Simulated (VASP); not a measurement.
Band structure of P (black). All values below come from r2SCAN meta-GGA, VASP's PBE PAW potentials (set 64) (plane waves; VASP).

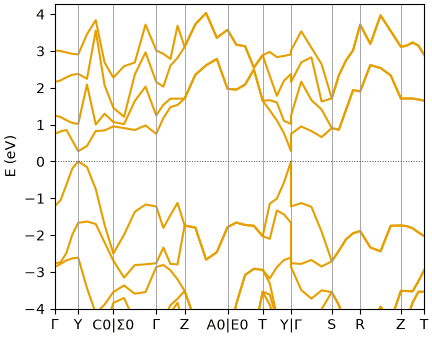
*Bands along high-symmetry lines, zero at the valence-band maximum or, without a gap, the Fermi level*

Question: Read the plot: is there a gap, and where are the band edges?

Answer: The gap is direct, 0.28 eV, from the valence maximum at Y to the conduction minimum at Y.

Measured: gap 0.35 eV (computed value off by -0.07 eV), as given by Das et al., (2018), arXiv:1807.05623.

The compound is P in the black structure. It was relaxed first, which changed the volume by +8 %.
